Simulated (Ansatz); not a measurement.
# Calculations on SnH5O3Cl

### Relaxation

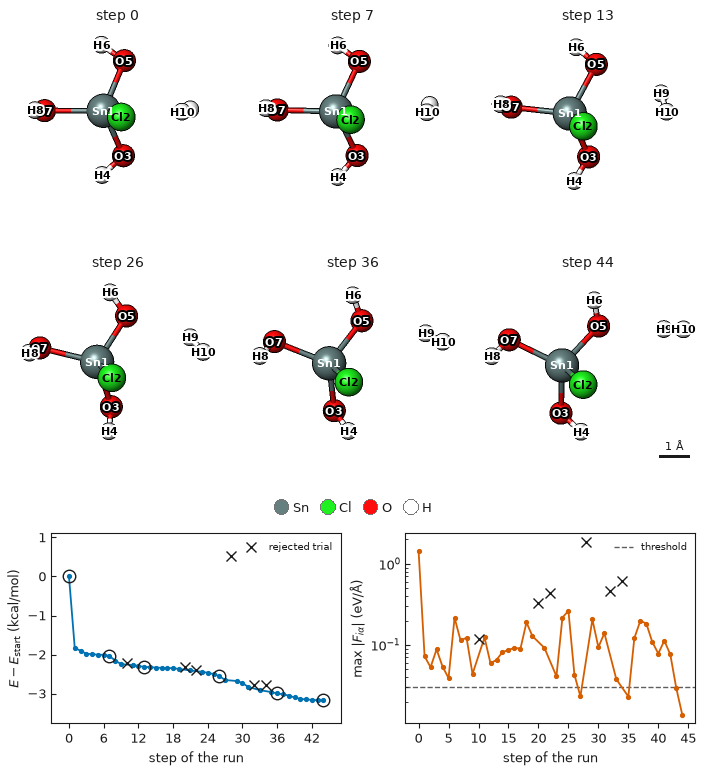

Frames of a relaxation of SnH$_{5}$O$_{3}$Cl, marked on the history of the run. The picture is a ball-and-stick view, seen face on.

The run prepares an end point of a later path (reaction) calculation, from a guessed geometry.

These are results of RKS PBE-D4/def2-SVP in Ansatz 0.2.0, not measurements. Set-up: no spin polarisation; force threshold 0.03 eV/Å; at most 50 steps.

> Describe the path.

The energy falls by 3.18 kcal/mol in 38 accepted moves (44 points after the start). The largest force component goes from 1.4 to 0.014 eV/Å. The line search rejected the trial steps at points 10, 20, 22, 28, 32, 34 of the run. The forces were under the threshold at step 27, but the run went on from there. H10 moves most after the best rigid fit: 1.47 Å. Largest moves by element: H 1.47 Å, O 1.16 Å, Cl 0.78 Å, Sn 0.47 Å. Some distances before and after: H9–H10 0.722 → 0.770 Å, Sn1–Cl2 2.398 → 2.369 Å, Sn1–O7 2.002 → 1.991 Å. Bond angles that change, for instance: Cl2–Sn1–O7 106.0° → 110.6°, Cl2–Sn1–O3 112.1° → 108.4°, O5–Sn1–O7 109.9° → 106.5°. Groups turn about Sn1–O3 by about 125°, Sn1–O7 by about 55°, Sn1–O5 by about 45°. The run took 55 s on 4 threads of Intel(R) Xeon(R) Platinum 8259CL CPU @ 2.50GHz (Skylake/Cascade Lake), with other jobs on the host, peak memory 0.19 GiB. From step 0 to 7: H10 moves most (0.35 Å), energy −2.04 kcal/mol. From step 7 to 13: H9 moves most (0.42 Å), energy −0.28 kcal/mol. From step 13 to 26: H10 moves most (0.32 Å), energy −0.24 kcal/mol. From step 26 to 36: O3 moves most (0.44 Å), energy −0.44 kcal/mol. From step 36 to 44: H10 moves most (0.46 Å), energy −0.18 kcal/mol.

```json
{"step": "0", "E − E(0), kcal/mol": "0.00", "largest force component, eV/Å": "1.4485", "note": ""}
{"step": "1", "E − E(0), kcal/mol": "-1.83", "largest force component, eV/Å": "0.0722", "note": ""}
{"step": "2", "E − E(0), kcal/mol": "-1.90", "largest force component, eV/Å": "0.0531", "note": ""}
{"step": "3", "E − E(0), kcal/mol": "-1.98", "largest force component, eV/Å": "0.0881", "note": ""}
{"step": "4", "E − E(0), kcal/mol": "-1.99", "largest force component, eV/Å": "0.0540", "note": ""}
{"step": "5", "E − E(0), kcal/mol": "-2.00", "largest force component, eV/Å": "0.0389", "note": ""}
{"step": "6", "E − E(0), kcal/mol": "-2.01", "largest force component, eV/Å": "0.2165", "note": ""}
{"step": "7", "E − E(0), kcal/mol": "-2.04", "largest force component, eV/Å": "0.1137", "note": ""}
{"step": "8", "E − E(0), kcal/mol": "-2.15", "largest force component, eV/Å": "0.1225", "note": ""}
{"step": "9", "E − E(0), kcal/mol": "-2.25", "largest force component, eV/Å": "0.0438", "note": ""}
{"step": "10", "E − E(0), kcal/mol": "-2.21", "largest force component, eV/Å": "0.1167", "note": "rejected"}
{"step": "12", "E − E(0), kcal/mol": "-2.30", "largest force component, eV/Å": "0.0592", "note": ""}
{"step": "14", "E − E(0), kcal/mol": "-2.33", "largest force component, eV/Å": "0.0814", "note": ""}
{"step": "15", "E − E(0), kcal/mol": "-2.33", "largest force component, eV/Å": "0.0866", "note": ""}
{"step": "17", "E − E(0), kcal/mol": "-2.35", "largest force component, eV/Å": "0.0900", "note": ""}
{"step": "19", "E − E(0), kcal/mol": "-2.37", "largest force component, eV/Å": "0.1281", "note": ""}
{"step": "21", "E − E(0), kcal/mol": "-2.41", "largest force component, eV/Å": "0.0918", "note": ""}
{"step": "23", "E − E(0), kcal/mol": "-2.44", "largest force component, eV/Å": "0.0410", "note": ""}
{"step": "24", "E − E(0), kcal/mol": "-2.47", "largest force component, eV/Å": "0.2173", "note": ""}
{"step": "26", "E − E(0), kcal/mol": "-2.55", "largest force component, eV/Å": "0.0430", "note": ""}
{"step": "28", "E − E(0), kcal/mol": "0.52", "largest force component, eV/Å": "1.8685", "note": "rejected"}
{"step": "30", "E − E(0), kcal/mol": "-2.73", "largest force component, eV/Å": "0.0936", "note": ""}
{"step": "31", "E − E(0), kcal/mol": "-2.83", "largest force component, eV/Å": "0.1396", "note": ""}
{"step": "33", "E − E(0), kcal/mol": "-2.91", "largest force component, eV/Å": "0.0376", "note": ""}
{"step": "35", "E − E(0), kcal/mol": "-2.96", "largest force component, eV/Å": "0.0230", "note": ""}
{"step": "37", "E − E(0), kcal/mol": "-3.02", "largest force component, eV/Å": "0.1986", "note": ""}
{"step": "39", "E − E(0), kcal/mol": "-3.10", "largest force component, eV/Å": "0.1083", "note": ""}
{"step": "40", "E − E(0), kcal/mol": "-3.14", "largest force component, eV/Å": "0.0783", "note": ""}
{"step": "42", "E − E(0), kcal/mol": "-3.16", "largest force component, eV/Å": "0.0762", "note": ""}
{"step": "44", "E − E(0), kcal/mol": "-3.18", "largest force component, eV/Å": "0.0137", "note": ""}
```

Limits of the set-up: the start holds two separate molecules, 2.6 Å apart at their closest, whose relative position is a soft coordinate.

### Relaxation

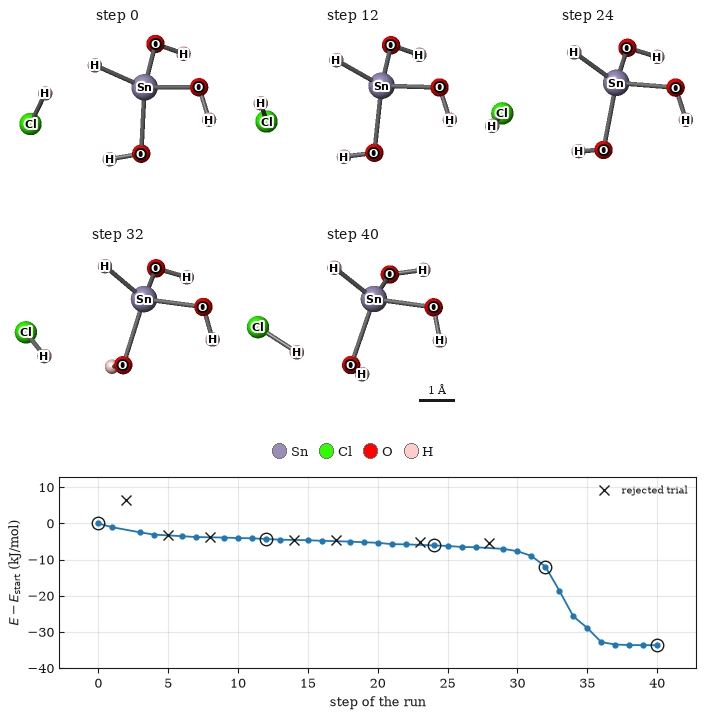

Frames of a relaxation of SnH₅O₃Cl, marked on the history of the run. Style: ball-and-stick. Shown from a free direction.

The run prepares an end point of a later path (reaction) calculation, from a guessed geometry.

Computed with Ansatz, RKS PBE-D4/def2-SVP. Set-up: no spin polarisation; force threshold 0.03 eV/Å; at most 50 steps.

What happens along the run?

Answer. After 33 accepted moves (40 points after the start) the energy has fallen by 33.6 kJ/mol. Largest force component: 0.68 eV/Å at the start, 0.011 eV/Å at the end. The line search rejected the trial steps at points 2, 5, 8, 14, 17, 23, 28 of the run. An H atom moves most after the best rigid fit: 1.31 Å. By element the largest moves are H 1.31 Å, O 0.81 Å, Cl 0.58 Å, Sn 0.28 Å. Some distances before and after: Cl–Sn 3.610 → 3.546 Å, O–Sn 2.001 → 2.050 Å, H–Sn 1.740 → 1.706 Å, Cl–H 1.343 → 1.355 Å. Among the angles between lasting bonds that change: O–Sn–H 103.4° → 115.9°, O–Sn–O 113.2° → 104.2°, O–Sn–H 115.6° → 111.8°. Groups turn about O–Sn by about 105°, O–Sn by about 60°. The run took 55 s on 4 threads of Intel(R) Xeon(R) Platinum 8259CL CPU @ 2.50GHz (Skylake/Cascade Lake) (shared host), peak memory 0.19 GiB. From step 0 to 12: an H atom moves most (0.63 Å), energy −4.28 kJ/mol. From step 12 to 24: an H atom moves most (0.64 Å), energy −1.78 kJ/mol. From step 24 to 32: an H atom moves most (0.68 Å), energy −5.84 kJ/mol. From step 32 to 40: the Cl atom moves most (0.61 Å), energy −21.7 kJ/mol.

### Path

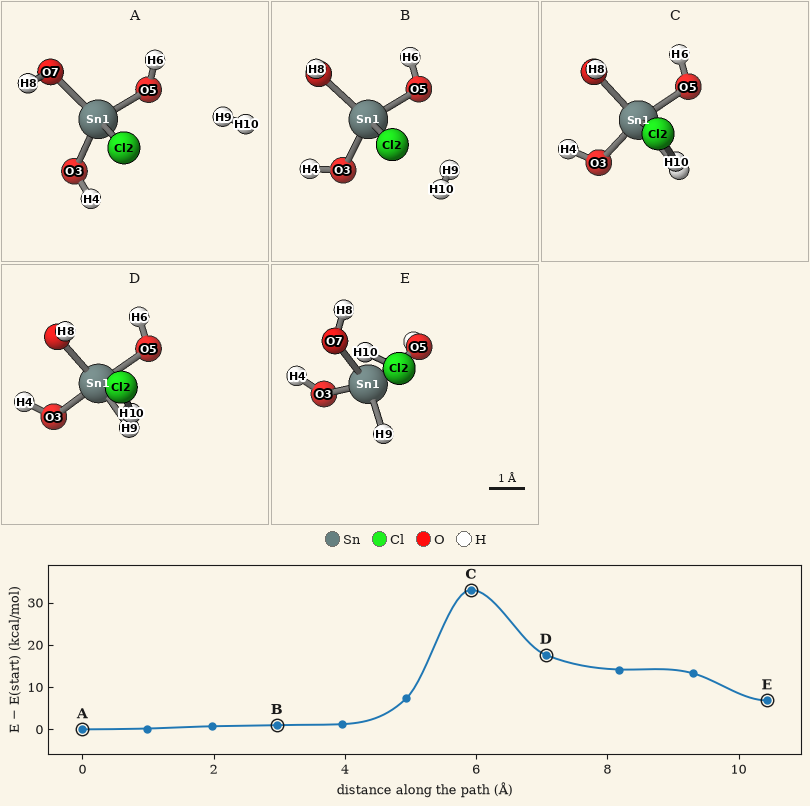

A search for the minimum-energy path of SnH5O3Cl, made up at the start of SnH3O3Cl and H₂ by the nudged elastic band. Images are numbered from 0 (start) to 10 (end). Frames A to E are images 0, 3, 6, 7, 10. The picture is a ball-and-stick view, seen at a tilt.

Theory: RKS PBE-D4/def2-SVP in Ansatz. Run with 9 movable images; climbing image; force threshold 0.05 eV/Å; iteration limit 60; starting path through a guess of the saddle point.

Describe the mechanism and the energy profile.

Breaking: H9–H10 (0.77 → 1.04 at the top → 3.07 Å), Sn1–Cl2 (2.37 → 2.77 at the top → 3.55 Å). Forming: Cl2–H10 (4.18 → 1.59 at the top → 1.36 Å), Sn1–H9 (3.67 → 1.93 at the top → 1.71 Å). The energy climbs by 33.0 kcal/mol to image 6 and then falls by 26.2 kcal/mol, so the end point sits at +6.8 kcal/mol. The band converged in 21 iterations. The largest component of the band force went from 26 to 0.04 eV/Å. The climbing image converged on the top of the path. Its vibrational analysis gives one imaginary mode (861i cm⁻¹), as a transition state must have.

Limits of the set-up: the start holds two separate molecules, 2.4 Å apart at their closest, whose relative position is a soft coordinate.

Cost: 3.4 min on 4 threads of Intel(R) Xeon(R) Platinum 8259CL CPU @ 2.50GHz (Skylake/Cascade Lake), on a shared host, peak memory 0.2 GiB.
